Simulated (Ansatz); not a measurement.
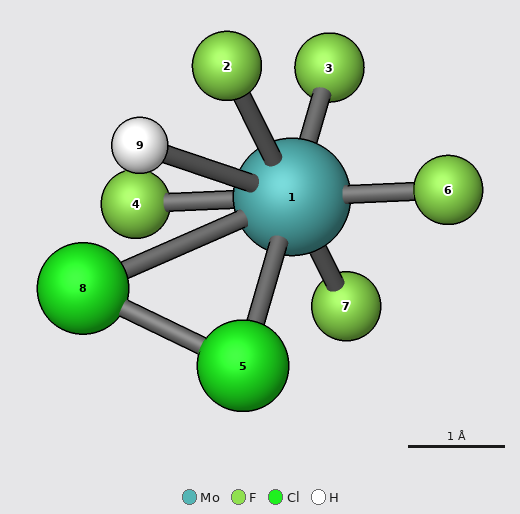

Fig. 1: The input geometry (ball-and-stick view, seen at a tilt; atoms are numbered from 1 in the order of the input). Sticks mark near contacts. Bond lengths as drawn: Cl–Cl 1.88 Å, Cl–Mo 2.31 to 2.61 Å, F–Mo 1.77 to 2.12 Å and H–Mo 2.33 Å.

**Geometry relaxation of MoHCl$_{2}$F$_{5}$**

MoHCl$_{2}$F$_{5}$, computed with RKS B3LYP-D4/def2-SVP (Ansatz 0.2.0).

The input holds or restrains some coordinates. It belongs to a series of runs on one base structure; here: pulled along the bonds that form and break, towards end B. Figures and captions count atoms from 1; the log counts them from 0 in places.

**What the program printed**
```
The last accepted step is kept in [file] (removed where the run ends without a failure and the disk answers)
Engine: ansatz 0.2.0, aarch64-unknown-linux-gnu
Functional definition: B3LYP
  parameter a0 = 0.2
  parameter ax = 0.72
  parameter ac = 0.81
  exchange = (1 - a0 - ax)*slater_x + ax*b88_x + a0*exact_x
  correlation = (1 - ac)*vwn_rpa_c + ac*lyp_c
1462 factors; integrals over basis functions are off by at most 4.0e-4 eV
mean field evaluation 1: about -40470.5583 eV, gradient 7.6e1 eV
mean field evaluation 2: about -40374.7998 eV, gradient 2.4e2 eV
mean field evaluation 4: about -40473.4614 eV, gradient 5.5e1 eV
mean field evaluation 8: about -40480.9696 eV, gradient 3.5e0 eV
mean field evaluation 16: about -40481.1334 eV, gradient 7.2e-2 eV
mean field evaluation 32: about -40480.1585 eV, gradient 1.4e1 eV
mean field -40481.13343179 eV, -1487.6542145206 hartree, gradient 4.4e-5 eV, S^2 0.000000; 4 other end points of the search recorded, 0 dependent functions left out
the calculation of the forces begins
reference -40481.13375668 eV, -1487.6542264599 hartree; 47, 47 occupied and 95, 95 virtual orbitals, 1462 factors
relax step   1: F+E_penalty+E_count = -40481.66276931 eV  Δ(F+E_penalty+E_count) = +0.000e0 eV  max|allowed force component| = 7.651e0 eV/Å  E_restraint = 25.09327024 eV  max|allowed force component, restraints' pulls added| = 2.457e1 eV/Å  Δτ_max = 0.0000 Å  (111 SCF iters, accepted)
  distance Mo 0 - Cl 7 = 2.6100 Å
  distance H 8 - F 1 = 1.2406 Å
  distance Mo 0 - F 1 = 2.1200 Å
  distance H 8 - Cl 7 = 1.6996 Å
these checks for a lower state are left out or cut short: starts, cluster_reference, orbital_swaps, neighbouring_geometries, increment
1462 factors; integrals over basis functions are off by at most 3.5e-4 eV
mean field -40483.09397628 eV, -1487.7262632016 hartree, gradient 1.7e-5 eV, S^2 0.000000; 0 other end points of the search recorded, 0 dependent functions left out
[... from here on the field's lines of each further geometry are left out, up to the last ...]
relax step   2: F+E_penalty+E_count = -40483.60830474 eV  Δ(F+E_penalty+E_count) = -1.946e0 eV  max|allowed force component| = 5.354e0 eV/Å  E_restraint = 11.88716928 eV  max|allowed force component, restraints' pulls added| = 1.552e1 eV/Å  Δτ_max = 0.1947 Å  (60 SCF iters, accepted)
relax step   3: F+E_penalty+E_count = -40484.50252218 eV  Δ(F+E_penalty+E_count) = -8.942e-1 eV  max|allowed force component| = 4.830e0 eV/Å  E_restraint = 4.41680357 eV  max|allowed force component, restraints' pulls added| = 1.040e1 eV/Å  Δτ_max = 0.1917 Å  (59 SCF iters, accepted)
relax step   4: F+E_penalty+E_count = -40485.81774254 eV  Δ(F+E_penalty+E_count) = -1.315e0 eV  max|allowed force component| = 4.208e0 eV/Å  E_restraint = 0.87518026 eV  max|allowed force component, restraints' pulls added| = 4.208e0 eV/Å  Δτ_max = 0.1950 Å  (64 SCF iters, accepted)
relax step   5: F+E_penalty+E_count = -40487.11137194 eV  Δ(F+E_penalty+E_count) = -1.294e0 eV  max|allowed force component| = 2.930e0 eV/Å  E_restraint = 0.08048622 eV  max|allowed force component, restraints' pulls added| = 2.930e0 eV/Å  Δτ_max = 0.1999 Å  (99 SCF iters, accepted)
relax step   6: F+E_penalty+E_count = -40487.98132909 eV  Δ(F+E_penalty+E_count) = -8.700e-1 eV  max|allowed force component| = 9.886e-1 eV/Å  E_restraint = 0.02889765 eV  max|allowed force component, restraints' pulls added| = 9.359e-1 eV/Å  Δτ_max = 0.1950 Å  (62 SCF iters, accepted)
relax step   7: F+E_penalty+E_count = -40488.42493743 eV  Δ(F+E_penalty+E_count) = -4.436e-1 eV  max|allowed force component| = 7.442e-1 eV/Å  E_restraint = 0.01611420 eV  max|allowed force component, restraints' pulls added| = 9.966e-1 eV/Å  Δτ_max = 0.1949 Å  (49 SCF iters, accepted)
relax step   8: F+E_penalty+E_count = -40488.73762427 eV  Δ(F+E_penalty+E_count) = -3.127e-1 eV  max|allowed force component| = 7.844e-1 eV/Å  E_restraint = 0.01501478 eV  max|allowed force component, restraints' pulls added| = 6.584e-1 eV/Å  Δτ_max = 0.2000 Å  (46 SCF iters, accepted)
relax step   9: F+E_penalty+E_count = -40489.00000416 eV  Δ(F+E_penalty+E_count) = -2.624e-1 eV  max|allowed force component| = 5.850e-1 eV/Å  E_restraint = 0.01423918 eV  max|allowed force component, restraints' pulls added| = 1.160e0 eV/Å  Δτ_max = 0.1959 Å  (45 SCF iters, accepted)
relax step  10: F+E_penalty+E_count = -40489.21423371 eV  Δ(F+E_penalty+E_count) = -2.142e-1 eV  max|allowed force component| = 5.386e-1 eV/Å  E_restraint = 0.00852014 eV  max|allowed force component, restraints' pulls added| = 9.774e-1 eV/Å  Δτ_max = 0.2000 Å  (44 SCF iters, accepted)
relax step  11: F+E_penalty+E_count = -40489.43188005 eV  Δ(F+E_penalty+E_count) = -2.176e-1 eV  max|allowed force component| = 5.017e-1 eV/Å  E_restraint = 0.00403860 eV  max|allowed force component, restraints' pulls added| = 5.017e-1 eV/Å  Δτ_max = 0.1983 Å  (45 SCF iters, accepted)
relax step  12: F+E_penalty+E_count = -40489.59450359 eV  Δ(F+E_penalty+E_count) = -1.626e-1 eV  max|allowed force component| = 3.908e-1 eV/Å  E_restraint = 0.00362013 eV  max|allowed force component, restraints' pulls added| = 3.440e-1 eV/Å  Δτ_max = 0.2000 Å  (44 SCF iters, accepted)
relax step  13: F+E_penalty+E_count = -40489.70039168 eV  Δ(F+E_penalty+E_count) = -1.059e-1 eV  max|allowed force component| = 1.772e-1 eV/Å  E_restraint = 0.00267557 eV  max|allowed force component, restraints' pulls added| = 2.634e-1 eV/Å  Δτ_max = 0.1989 Å  (43 SCF iters, accepted)
the calculation of the forces begins
reference -40489.24183783 eV, -1487.9521929463 hartree; 47, 47 occupied and 95, 95 virtual orbitals, 1468 factors
relax step  14: F+E_penalty+E_count = -40489.72652075 eV  Δ(F+E_penalty+E_count) = -2.613e-2 eV  max|allowed force component| = 2.727e-1 eV/Å  E_restraint = 0.00168210 eV  max|allowed force component, restraints' pulls added| = 7.784e-2 eV/Å  Δτ_max = 0.1997 Å  (37 SCF iters, accepted)
```

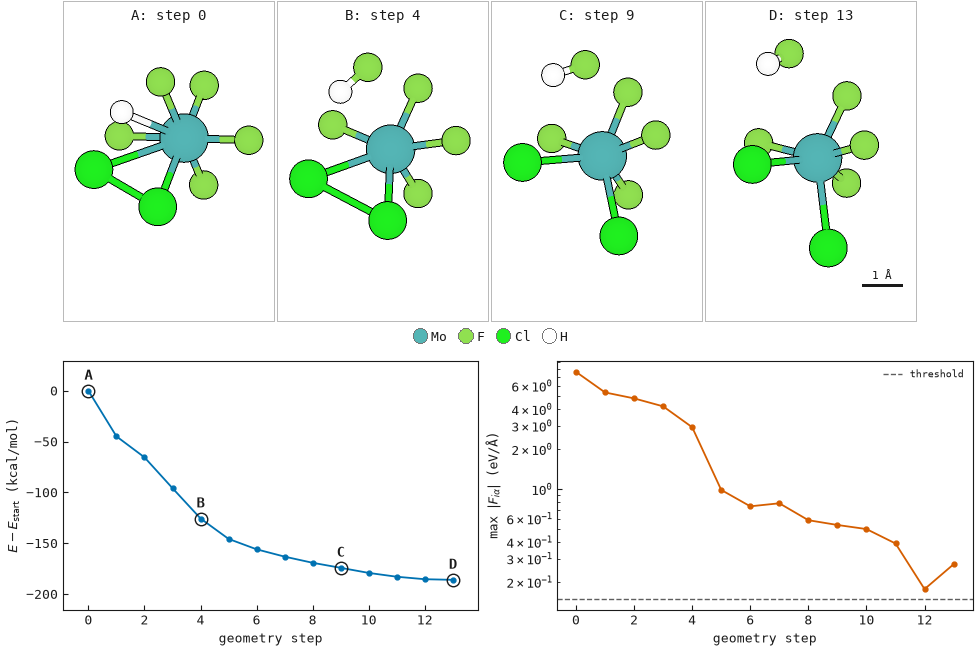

Fig. 2: Frames of the restrained relaxation (ball-and-stick view, seen at a tilt) above the curves, on which the letters mark them (the first geometry is step 0 here and step 1 in the log).

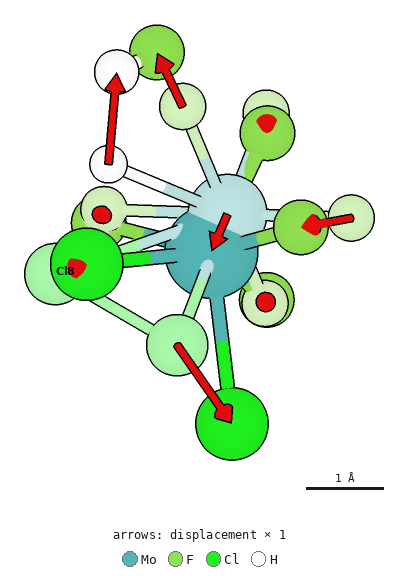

Fig. 3: Start (faint) and end (solid) with the displacements as red arrows, at true length (ball-and-stick view, seen at a tilt). The two geometries are laid on each other by the best rigid fit. Cl5 moves most after the best rigid fit: 1.59 Å. By element the largest moves are Cl 1.59 Å, H 1.25 Å, F 0.94 Å, Mo 0.54 Å. Distances before and after: Cl5–Cl8 1.885 → 3.074 Å, Mo1–H9 2.333 → 3.290 Å, Mo1–F2 2.120 → 2.971 Å, F2–H9 1.241 → 0.926 Å. New bonds form: F2–H9 (1.24 → 0.93 Å). Bonds break: Cl5–Cl8 (1.88 → 3.07 Å), Mo1–F2 (2.12 → 2.97 Å). Among the angles that change: F6–Mo1–Cl8 128.8° → 86.3°, F7–Mo1–Cl8 108.4° → 148.8°, Cl5–Mo1–Cl8 44.5° → 83.1°. The energy falls by 186.0 kcal/mol in 13 geometry steps. The largest force component goes from 7.7 to 0.27 eV/Å. (Atoms are counted from 1 in the order of the input.)

```
  distance Mo 0 - Cl 7 = 2.3186 Å
  distance H 8 - F 1 = 0.9260 Å
  distance Mo 0 - F 1 = 2.9713 Å
  distance H 8 - Cl 7 = 2.5696 Å
1468 factors; integrals over basis functions are off by at most 2.4e-4 eV
mean field -40489.24150312 eV, -1487.9521806461 hartree, gradient 2.3e-5 eV, S^2 0.000000; 1 other end points of the search recorded, 0 dependent functions left out
the calculation of the forces begins
reference -40489.24183783 eV, -1487.9521929463 hartree; 47, 47 occupied and 95, 95 virtual orbitals, 1468 factors
Total energy: -40489.72685545 eV, -1487.9700170154 hartree
Atom 0 at    -0.419799     0.163554    -0.281035 Å, force     0.174318    -0.183487    -0.272743 eV/Å
Atom 1 at     0.580058     0.484905     2.498438 Å, force     0.138027    -0.026927    -0.055830 eV/Å
Atom 2 at     1.306751    -0.271490     0.152086 Å, force     0.003687     0.012490    -0.018184 eV/Å
Atom 3 at     0.126492     1.911191    -0.387544 Å, force     0.020834     0.007701     0.016250 eV/Å
Atom 4 at    -2.297046    -0.301784    -1.556011 Å, force     0.023067     0.007766    -0.000686 eV/Å
Atom 5 at    -0.745801    -1.403930     0.616970 Å, force    -0.024026     0.066571    -0.016286 eV/Å
Atom 6 at     0.283928     0.009313    -1.986879 Å, force    -0.030684    -0.007175     0.058819 eV/Å
Atom 7 at    -1.971602     1.129540     1.145434 Å, force    -0.156293     0.061704     0.199909 eV/Å
Atom 8 at    -0.189681     0.727300     2.952540 Å, force    -0.148929     0.061357     0.088750 eV/Å
Dipole moment:    -0.380222     0.095769     0.334448 e Å
```

**Trajectory as extended XYZ (Å, eV, eV/Å), 14 frames, from step=1 to step=14**
```
9
Properties=species:S:1:pos:R:3:forces:R:3 step=1 energy=-40481.66277
Mo    0.0000    0.0000    0.0000    2.8274  -1.7198   2.4556
F     0.0000    0.0000    2.1200   -2.3845   2.0998   0.1442
F     1.7700    0.0000    0.0000    3.8599   0.2743   0.0581
F     0.0000    1.7700    0.0000    5.5055   4.1751  -2.3698
Cl   -2.3100    0.0000    0.0000   -6.4152  -7.6509  -4.5123
F     0.0000   -1.7700    0.0000   -0.8616  -3.0324   0.4657
F     0.0000    0.0000   -1.7700   -0.3710   0.0396  -4.1367
Cl   -1.8606    1.6349    0.8230   -4.2595   7.2344   7.4486
H    -0.9261    0.8137    1.9810    2.0989  -1.4201   0.4465
9
Properties=species:S:1:pos:R:3:forces:R:3 step=2 energy=-40483.60831
Mo   -0.0273    0.0338   -0.0838    3.3523  -1.9610   3.9072
F    -0.0247    0.0222    2.2986   -2.6198   2.3044  -1.3064
F     1.7891    0.0035   -0.0012    1.8782   0.0648  -0.0430
F     0.0504    1.8139   -0.0294    4.9003   2.8971  -1.6790
Cl   -2.3747   -0.0612   -0.0423   -4.7571  -5.3542  -2.7627
F    -0.0130   -1.7803    0.0015   -0.6353  -1.0178   0.5248
F    -0.0033    0.0013   -1.8329   -0.4187   0.0870  -4.4256
Cl   -1.9124    1.6973    0.7382   -4.0230   4.8643   4.7224
H    -0.8109    0.7180    2.1055    2.3231  -1.8847   1.0624
9
Properties=species:S:1:pos:R:3:forces:R:3 step=3 energy=-40484.50252
Mo   -0.0682    0.0851   -0.1588    3.4823  -2.4009   4.0128
F    -0.0506    0.0433    2.4530    1.4417  -1.3117  -0.4531
F     1.7920    0.0023   -0.0035    0.2083  -0.0411  -0.1803
F     0.1237    1.8547   -0.0492    4.3703   2.4172  -1.0821
Cl   -2.4357   -0.1285   -0.0699   -3.7998  -4.8297  -1.9644
F    -0.0222   -1.7688    0.0112   -0.5137   0.4752   0.4698
F    -0.0115    0.0044   -1.9016   -0.4086   0.1778  -4.0568
Cl   -1.9459    1.7332    0.6363   -3.0089   3.8462   3.1351
H    -0.7083    0.6230    2.2365   -1.7716   1.6670   0.1189
9
Properties=species:S:1:pos:R:3:forces:R:3 step=4 energy=-40485.81774
Mo   -0.1145    0.1636   -0.2027    1.6618  -1.8719   1.1812
F    -0.0292    0.0156    2.6259    1.2380  -1.1136  -0.4797
F     1.7647   -0.0032   -0.0182   -0.8494  -0.0446  -0.1928
F     0.2930    1.9271   -0.0846    2.8094   0.9850  -0.4083
Cl   -2.5470   -0.2801   -0.1215   -1.6977  -4.2075  -1.3916
F    -0.0503   -1.7072    0.0314   -0.2586   1.2398   0.3899
F    -0.0387    0.0247   -1.9883   -0.3232   0.3540  -1.0994
Cl   -1.9283    1.7126    0.5303   -0.9770   3.1608   1.9466
H    -0.6765    0.5955    2.3815   -1.6033   1.4979   0.0541
9
Properties=species:S:1:pos:R:3:forces:R:3 step=5 energy=-40487.11137
Mo   -0.1734    0.2224   -0.2401    0.9258  -1.7196  -0.7791
F    -0.0174   -0.0029    2.6941    0.2954  -0.1981  -0.7897
F     1.6961   -0.0116   -0.0315   -1.1789  -0.1005   0.2847
F     0.4542    1.9586   -0.1035    0.8233   0.1445  -0.1159
Cl   -2.5931   -0.4672   -0.1749    0.1414  -2.9301  -1.0445
F    -0.0758   -1.6295    0.0601   -0.1448   1.0326   0.3773
F    -0.0637    0.0571   -2.0326   -0.5306   0.4352   0.2252
Cl   -1.8739    1.7158    0.4941    0.2691   2.8077   1.4939
H    -0.6798    0.6059    2.4884   -0.6008   0.5282   0.3482
9
Properties=species:S:1:pos:R:3:forces:R:3 step=6 energy=-40487.98133
Mo   -0.2156    0.2401   -0.2786   -0.0381  -0.9012   0.2824
F    -0.0099   -0.0020    2.6774   -0.1108   0.1387  -0.7988
F     1.6238   -0.0270    0.0002   -0.8124  -0.1401   0.1367
F     0.5138    1.9618   -0.1211    0.8705  -0.4792  -0.5822
Cl   -2.5573   -0.6449   -0.2466    0.8856  -0.8323  -0.6237
F    -0.0935   -1.5802    0.0939    0.1607   0.6014   0.3065
F    -0.1119    0.0883   -2.0577   -0.3304   0.4996  -0.0500
Cl   -1.7805    1.7957    0.5302   -0.4725   0.9563   0.9886
H    -0.6957    0.6169    2.5562   -0.1525   0.1569   0.3405
9
Properties=species:S:1:pos:R:3:forces:R:3 step=7 energy=-40488.42494
Mo   -0.2602    0.2399   -0.2893    0.3980  -0.3531   0.6559
F    -0.0250    0.0169    2.6551   -0.5338   0.4982  -0.6683
F     1.5510   -0.0644    0.0169   -0.0324  -0.0690   0.0499
F     0.5851    1.9264   -0.1938    0.1783  -0.3607  -0.6529
Cl   -2.4767   -0.7688   -0.3736    0.4432   0.2194  -0.3097
F    -0.0739   -1.5475    0.1364   -0.0432  -0.1242   0.3504
F    -0.1947    0.1604   -2.0673   -0.0822   0.3468  -0.3674
Cl   -1.7199    1.8252    0.6042   -0.6675   0.1199   0.7441
H    -0.7126    0.6605    2.6654    0.3397  -0.2773   0.1980
9
Properties=species:S:1:pos:R:3:forces:R:3 step=8 energy=-40488.73762
Mo   -0.2634    0.2262   -0.2752   -0.1256  -0.0978   0.1416
F    -0.0331    0.0219    2.6626   -0.2828   0.3128  -0.4818
F     1.5435   -0.0731    0.0113    0.1527  -0.0672   0.0717
F     0.5575    1.9050   -0.3708    0.1528  -0.0302  -0.4087
Cl   -2.4342   -0.7549   -0.5685    0.2090   0.1959  -0.2209
F    -0.0961   -1.5347    0.2514   -0.0674  -0.0918   0.4040
F    -0.2132    0.2083   -2.0633    0.1419   0.0339  -0.3416
Cl   -1.6939    1.7769    0.7117   -0.3722  -0.0914   0.7844
H    -0.6937    0.6731    2.7949    0.1917  -0.1643   0.0513
9
Properties=species:S:1:pos:R:3:forces:R:3 step=9 energy=-40489.00000
Mo   -0.2906    0.2317   -0.2917    0.1454  -0.0290   0.2052
F     0.0122    0.0249    2.6450   -0.5547   0.5850  -0.0338
F     1.5087   -0.0607    0.0418    0.0701   0.0137  -0.0541
F     0.5140    1.9035   -0.5488   -0.1847  -0.0554  -0.0442
Cl   -2.4096   -0.7128   -0.7582    0.1487   0.1134  -0.2102
F    -0.1562   -1.4854    0.4107   -0.3258   0.3526   0.0892
F    -0.1624    0.1997   -2.0888    0.1536  -0.2878  -0.2658
Cl   -1.6813    1.7182    0.8292   -0.0120  -0.2159   0.5059
H    -0.6616    0.6297    2.9147    0.5594  -0.4766  -0.1921
9
Properties=species:S:1:pos:R:3:forces:R:3 step=10 energy=-40489.21423
Mo   -0.3351    0.2412   -0.3063    0.2812  -0.1243   0.2753
F     0.1308    0.0294    2.6137   -0.4344   0.5386   0.1764
F     1.4422   -0.0369    0.1219    0.0431   0.0147  -0.1784
F     0.4254    1.9218   -0.5953   -0.2424  -0.0571  -0.0452
Cl   -2.4095   -0.6553   -0.9498    0.1385   0.1493  -0.2142
F    -0.2824   -1.4245    0.5151   -0.3710   0.4017  -0.1035
F    -0.0399    0.1191   -2.0928    0.1210  -0.2650  -0.0875
Cl   -1.7211    1.6455    0.9116    0.0076  -0.2789   0.3450
H    -0.5371    0.6083    2.9359    0.4565  -0.3790  -0.1679
9
Properties=species:S:1:pos:R:3:forces:R:3 step=11 energy=-40489.43188
Mo   -0.3479    0.2491   -0.3167    0.1001  -0.4260  -0.1215
F     0.2121    0.1008    2.6053    0.0119   0.1918   0.1958
F     1.4256   -0.0450    0.1023   -0.1177  -0.0404  -0.1518
F     0.3423    1.9436   -0.6283   -0.2520  -0.0680  -0.0146
Cl   -2.3892   -0.5740   -1.1295    0.1398   0.2113  -0.1393
F    -0.4083   -1.3707    0.5835   -0.1620   0.5017  -0.1251
F     0.0540    0.0317   -2.0974    0.1183  -0.0662   0.3341
Cl   -1.7501    1.5303    1.0081    0.0102  -0.1985   0.1092
H    -0.4652    0.5827    3.0267    0.1514  -0.1056  -0.0868
9
Properties=species:S:1:pos:R:3:forces:R:3 step=12 energy=-40489.59450
Mo   -0.3791    0.2300   -0.3132    0.1756  -0.3908  -0.1267
F     0.3361    0.1831    2.5785    0.0554   0.1389   0.1808
F     1.3824   -0.0866    0.1218   -0.1103  -0.0305  -0.1291
F     0.2515    1.9452   -0.5811   -0.1904  -0.0159  -0.0069
Cl   -2.3679   -0.4797   -1.3046    0.1225   0.1501  -0.1148
F    -0.5349   -1.3543    0.6176   -0.1283   0.3440  -0.0744
F     0.1586   -0.0110   -2.0613    0.0259  -0.0288   0.2555
Cl   -1.8255    1.3963    1.0671   -0.0519  -0.0898   0.0884
H    -0.3478    0.6256    3.0291    0.1015  -0.0771  -0.0727
9
Properties=species:S:1:pos:R:3:forces:R:3 step=13 energy=-40489.70039
Mo   -0.4004    0.2007   -0.2999    0.1772  -0.1267  -0.1521
F     0.4747    0.3206    2.5406    0.0382   0.0857   0.1044
F     1.3477   -0.1667    0.1194   -0.0102  -0.0060  -0.0225
F     0.1672    1.9394   -0.5033   -0.0776  -0.0433   0.0106
Cl   -2.3250   -0.3806   -1.4574    0.0384   0.0403  -0.0401
F    -0.6535   -1.3371    0.6654   -0.0927   0.0545  -0.0385
F     0.2358   -0.0266   -2.0188    0.0090  -0.0157   0.0438
Cl   -1.9042    1.2585    1.1099   -0.1355   0.0418   0.1411
H    -0.2691    0.6404    2.9982    0.0530  -0.0306  -0.0466
9
Properties=species:S:1:pos:R:3:forces:R:3 step=14 energy=-40489.72652
Mo   -0.4198    0.1636   -0.2810    0.1743  -0.1835  -0.2727
F     0.5801    0.4849    2.4984    0.1380  -0.0269  -0.0558
F     1.3068   -0.2715    0.1521    0.0037   0.0125  -0.0182
F     0.1265    1.9112   -0.3875    0.0208   0.0077   0.0163
Cl   -2.2970   -0.3018   -1.5560    0.0231   0.0078  -0.0007
F    -0.7458   -1.4039    0.6170   -0.0240   0.0666  -0.0163
F     0.2839    0.0093   -1.9869   -0.0307  -0.0072   0.0588
Cl   -1.9716    1.1295    1.1454   -0.1563   0.0617   0.1999
H    -0.1897    0.7273    2.9525   -0.1489   0.0614   0.0887
```

The run was set up as follows.

**The input**
```yaml
crystal:
  periodic: [false, false, false]
  atoms:
    - { symbol: Mo, position_ang: [0.0, 0.0, 0.0] }
    - { symbol: F, position_ang: [0.0, 0.0, 2.12] }
    - { symbol: F, position_ang: [1.77, 0.0, 0.0] }
    - { symbol: F, position_ang: [0.0, 1.77, 0.0] }
    - { symbol: Cl, position_ang: [-2.31, 0.0, 0.0] }
    - { symbol: F, position_ang: [0.0, -1.77, 0.0] }
    - { symbol: F, position_ang: [0.0, 0.0, -1.77] }
    - { symbol: Cl, position_ang: [-1.8606, 1.6349, 0.823] }
    - { symbol: H, position_ang: [-0.9261, 0.8137, 1.981] }
basis:
  gaussian: { orbitals: def2-SVP }
hamiltonian:
  xc: b3lyp
  dispersion: d4
relax:
  f_tol: 0.15
  max_steps: 25
  restrain:
    - { distance: [0, 7], at: 2.31, k: 30.0 }
    - { distance: [8, 1], at: 0.92, k: 30.0 }
    - { distance: [0, 1], at: 2.97, k: 30.0 }
    - { distance: [8, 7], at: 2.57, k: 30.0 }
```

Launched with:
```bash
ansatz run input.yaml --threads 4 --pin off --max-ram 5120MiB --backend cpu --events-out ev --progress --plain --runs-dir out
```

**Summary**

- outcome: converged under the restraints of the input
- total energy: −40489.7269 eV
- mean-field energy: −40489.2418 eV
- largest force (length of the vector) at the end, held atoms and coordinates included: 0.372 eV/Å
- hardware: 4 threads of Arm Neoverse V1, 24 GiB of memory available, shared host
- wall time: 70 s (CPU time 4.5 min)
- peak memory: 0.49 GiB

**Remarks**

The run takes a singlet; with an open-shell metal another spin state may lie lower.
